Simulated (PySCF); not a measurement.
## A study: C₂H₅N, SMILES `C=CN`

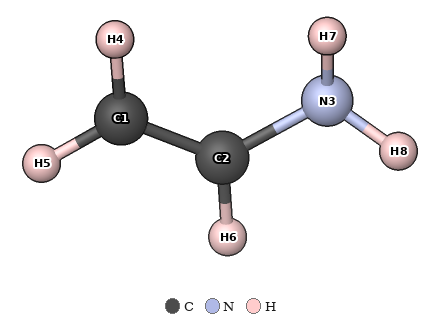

The molecule, with its atoms numbered as below. No frequency check shows the geometry to be a minimum.

Cartesian coordinates (Å):

```
C1       1.2327   -0.1962    0.0148
C2       0.0685    0.4395    0.0022
N3      -1.1689   -0.1724   -0.0823
H4       1.2881   -1.2716    0.0260
H5       2.1626    0.3392   -0.0031
H6       0.0230    1.5203   -0.0158
H7      -1.1622   -1.1612    0.1208
H8      -1.9364    0.3202    0.3459
```

Part 1: Bonding charge

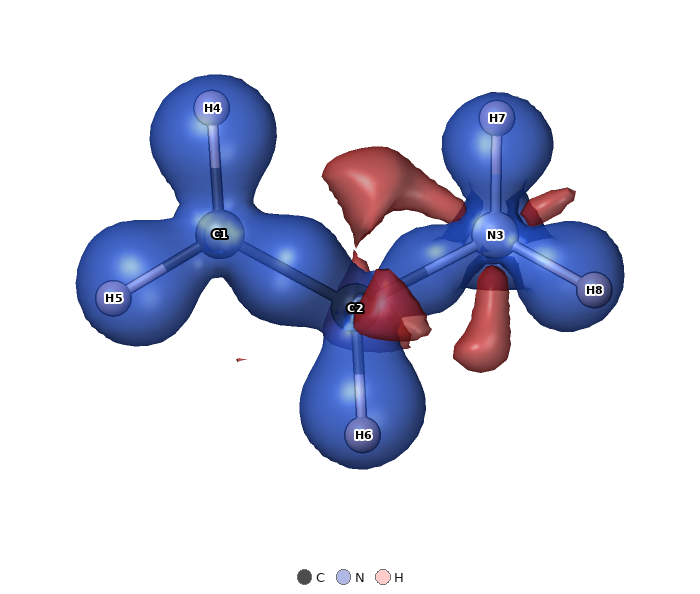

Deformation density (molecule less spherical, spin-averaged free atoms at the same positions), surfaces at ±0.1 e/Å³; blue: gain, red: loss.

PySCF calculation, PBE0/def2-SVP, gas phase; geometry: GFN2-xTB.

Q: How much density has each bond gained at its critical point, relative to the free atoms?

A: N3–H8: +0.82 e/Å³ at the bond critical point (bond length 1.01 Å, Mayer order 1.0). N3–H7: +0.82 e/Å³ at the bond critical point (bond length 1.01 Å, Mayer order 1.0). C2–H6: +0.74 e/Å³ at the bond critical point (bond length 1.08 Å, Mayer order 1.0). C1–C2: +0.69 e/Å³ at the bond critical point (bond length 1.33 Å, Mayer order 1.9). C1–H5: +0.69 e/Å³ at the bond critical point (bond length 1.07 Å, Mayer order 1.0). C1–H4: +0.67 e/Å³ at the bond critical point (bond length 1.08 Å, Mayer order 1.0). C2–N3: +0.37 e/Å³ at the bond critical point (bond length 1.38 Å, Mayer order 1.2). In all, 1.7 electrons gather in the regions of gain relative to the promolecule.

Q: Where do the Hirshfeld charges lie?

A: The highest Hirshfeld charge is on H8 (+0.13 e), the lowest on N3 (−0.19 e).

```
atom  charge (e)
  C1       −0.17
  C2        0.00
  N3       −0.19
  H4       +0.03
  H5       +0.04
  H6       +0.05
  H7       +0.13
  H8       +0.13
```

Part 2: Electrostatic potential

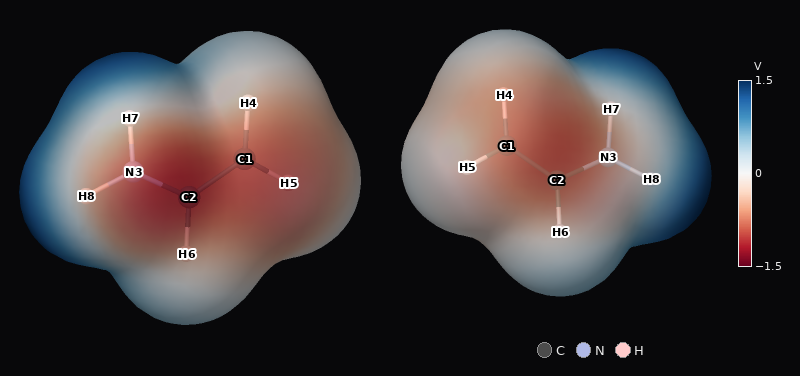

Electrostatic potential on the surface of electron density 0.001 a.u. (back view left, front view right).

Q: Where are the extremes of the potential on the surface?

A: Highest: 1.49 V, 1.2 Å from H8. Further maxima include 0.22 V, 1.3 Å from H5. Lowest: −1.23 V, 1.9 Å from N3. Further minima include −0.91 V, over C1, off the plane of its three bonds (2.1 Å). The surface is sampled at points, so like sites can differ by a few per cent and only the strongest of them is named.

Q: What volume does the surface enclose, and what is the dipole moment?

A: About 72 Å³; the dipole moment is 1.7 D.

Part 3: Excited states

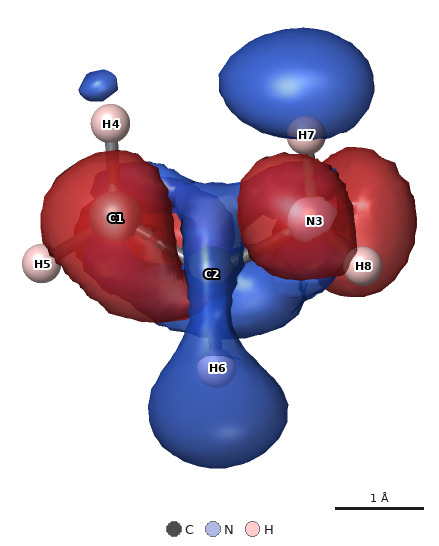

Unrelaxed difference density of S₂ less the ground state (TDA singlet states), ±0.02 e/Å³; blue: gain, red: loss.

Computed with PySCF, CAM-B3LYP/6-31G*, geometry: GFN2-xTB. Without diffuse functions Rydberg states are missing, so the states' numbers hold for this basis only.

Q: How does the charge move on excitation?

A: 0.63 e is displaced in all, of which about 0.4 e passes between atoms: N3 (0.22 e) and C1 (0.17 e) lose electrons and H6 (0.12 e) and H7 (0.11 e) gain them. The state: 7.60 eV (163 nm), f = 0.200 (bright); the leading pair carries 97 %; hole on N3 (36 %), C1 (34 %) and C2 (16 %), electron on C2 (24 %), C1 (18 %) and N3 (14 %); their centroids lie 0.2 Å apart.

Part 4: Removing or adding an electron

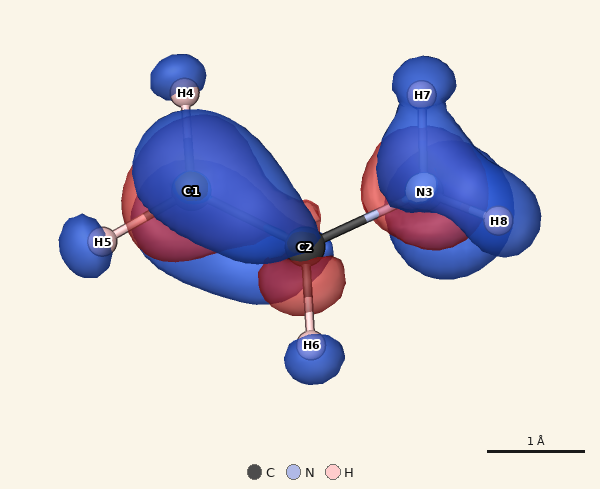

Fukui function f⁻ = ρ(N) − ρ(N−1) at fixed geometry, surfaces at ±0.04 e/Å³ (blue positive, red negative).

Method: CAM-B3LYP/6-311+G**; geometry: GFN2-xTB; program: PySCF.

Q: On which atoms does the density change most on removal of an electron?

A: f⁻ (Hirshfeld-condensed) is largest on C1 (0.26) and N3 (0.21); the vertical ionisation energy is 8.46 eV. Condensed values hint at sites of electrophilic attack but needn't mark the atom that reacts. Shares this close don't rank the sites. Orbital relaxation makes it negative in places (0.17 e in all).

```csv
atom,f⁻,charge
C1,+0.26,−0.17
C2,+0.14,0.00
N3,+0.21,−0.21
H4,+0.08,+0.03
H5,+0.09,+0.04
H6,+0.06,+0.05
H7,+0.07,+0.13
H8,+0.09,+0.13
```
